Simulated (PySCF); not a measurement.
# [DyCl3(H2O)]−: other functionals and bases at one geometry

How far do other levels of theory move the description of [DyCl3(H2O)]−, and what does each cost? The species was built from a template and needn't be a known compound.

Method: several levels, as the steps say, no spin–orbit coupling; program: PySCF 2.14.0.

1 further run of the same task is left out (for a known fault of the program).

**1. The starting structure**

7 atoms, charge -1, spin multiplicity 1.

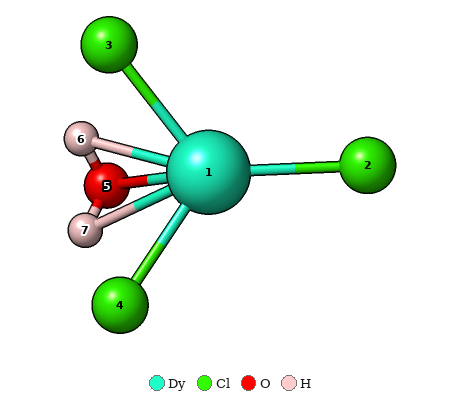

The structure; dysprosium teal, chlorine green, oxygen red, hydrogen pink; atoms are numbered from 1 in the order of the file.

Coordinates:

```xyz
7
Cl3DyH2O
Dy   -0.0033    0.3242    0.3279
Cl    1.7947    1.5946    1.8615
Cl   -2.4989   -0.4367    1.1217
Cl    0.5538   -0.9728   -2.0090
O    -1.6829    1.1331   -1.4539
H    -2.3568    0.6450   -0.9381
H    -1.2825    0.4562   -2.0376
```

Formal oxidation states: Dy +2. Each metal's 10 4f electrons lie in its core potential, so multiplicities, spins and levels count the valence alone. An earlier session relaxed this geometry at PBE0, Dy lcecp-0-SVP with ECP56, Cl def2-SVP, O def2-SVP, H def2-SVP (singlet, point group Cs).

At PBE0 on the finer grid: E = -1487.292859 Eh, frontier levels not given, since the 4f levels lie in the core, Mulliken charge on Dy1 +0.47 e, largest force component 0.013 eV/Å. 

Levels to run: BLYP; wB97X; PBE0, TZVP. Hardware: 2 threads of Arm Neoverse V1, shared host.

**2. BLYP**

Input file run.py (the lines that set the calculation):

```python
mol = gto.M(atom='''
Dy    -0.00334     0.32418     0.32792
Cl     1.79467     1.59460     1.86151
Cl    -2.49886    -0.43666     1.12172
Cl     0.55377    -0.97276    -2.00905
O     -1.68294     1.13314    -1.45391
H     -2.35676     0.64504    -0.93807
H     -1.28250     0.45624    -2.03764''',
    basis={'Dy': 'lcecp-0-SVP', 'Cl': 'def2-SVP', 'O': 'def2-SVP', 'H': 'def2-SVP'},
    ecp={'Dy': 'lcecp-0-SVP'},
    charge=-1, spin=0)
mf = dft.RKS(mol, xc='BLYP')
mf.grids.atom_grid = (75, 302)  # f atoms: unpruned, at least (60, 302)
mf = mf.density_fit()  # fitting sets: Dy AutoAux, Cl def2-universal-JKFIT, O def2-universal-JKFIT, H def2-universal-JKFIT
mf.conv_tol = 1e-08; mf.max_cycle = 55
mf.kernel(dm0)  # dm0: the density of the relaxed state
```

Run with:

```
$ OMP_NUM_THREADS=2 python run.py
```

**3. wB97X**

run.py (the lines that set the calculation), as its differences from that of step 2:

```diff
@@ -11,3 +11,3 @@
     charge=-1, spin=0)
-mf = dft.RKS(mol, xc='BLYP')
+mf = dft.RKS(mol, xc='WB97X')
 mf.grids.atom_grid = (75, 302)  # f atoms: unpruned, at least (60, 302)
```

**4. PBE0, TZVP**

Basis: Dy lcecp-0-TZVP with ECP56, Cl def2-TZVP, O def2-TZVP, H def2-TZVP. 

Input file run.py (the lines that set the calculation):

```python
mol = gto.M(atom='''
Dy    -0.00334     0.32418     0.32792
Cl     1.79467     1.59460     1.86151
Cl    -2.49886    -0.43666     1.12172
Cl     0.55377    -0.97276    -2.00905
O     -1.68294     1.13314    -1.45391
H     -2.35676     0.64504    -0.93807
H     -1.28250     0.45624    -2.03764''',
    basis={'Dy': 'lcecp-0-TZVP', 'Cl': 'def2-TZVP', 'O': 'def2-TZVP', 'H': 'def2-TZVP'},
    ecp={'Dy': 'lcecp-0-TZVP'},
    charge=-1, spin=0)
mf = dft.RKS(mol, xc='PBE0')
mf.grids.atom_grid = (75, 302)  # f atoms: unpruned, at least (60, 302)
mf = mf.density_fit()  # fitting sets: Dy AutoAux, Cl def2-universal-JKFIT, O def2-universal-JKFIT, H def2-universal-JKFIT
mf.conv_tol = 1e-08; mf.max_cycle = 55
mf.kernel(dm0)  # dm0: free metal ions and neutral atoms
```

What does the calculation give? Wanted: for each run, charge on Dy1; dipole; largest force.

**Answer**, as computed:

| level | state | charge on Dy1 (e) | dipole (D) | largest force (eV/Å) | basis functions | time |
| --- | --- | --- | --- | --- | --- | --- |
| PBE0 (relaxed here) | singlet | 0.47 | 1.03 | 0.01 | 109 | 18 s |
| BLYP | singlet | 0.23 | 1.08 | 0.87 | 109 | 6.7 s |
| wB97X | singlet | 0.51 | 1.07 | 0.12 | 109 | 9.2 s |
| PBE0, TZVP | singlet | 1.03 | 0.84 | 0.24 | 201 | 20 s |

Times are on 2 threads of Arm Neoverse V1, shared host; the first row also made further properties. The dipole of a charged species depends on the origin, so these sizes hold for this origin alone.

The largest leftover force, 0.87 eV/Å with BLYP, stands at a geometry relaxed at another level. The Mulliken charge on Dy spans +0.23 to +1.03 e over the levels. With 4f in the core, its levels are missing from HOMO and gap. Total energies of different levels can't be compared. Spin–orbit coupling is left out throughout.
